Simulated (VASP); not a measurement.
Band structure of Si2Ni (space group Fm-3m). Computed with PBEsol GGA, VASP's PBE PAW potentials (set 64) (plane waves; VASP 6.6.1).

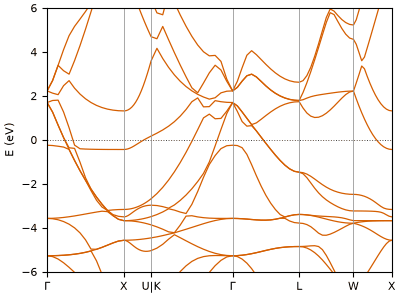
*Bands along high-symmetry lines, zero at the valence-band maximum or, without a gap, the Fermi level*

### Question
Read the plot: is there a gap, and where are the band edges?

### Answer
It has no gap at this level: it comes out as a metal or semimetal. (Edges off the drawn lines would not show.)

The structure comes from a measured Si2Ni entry (Fm-3m) of the Crystallography Open Database, whose conditions weren't checked. It was relaxed first. The run is not spin-polarised, so no magnetic state was tried.
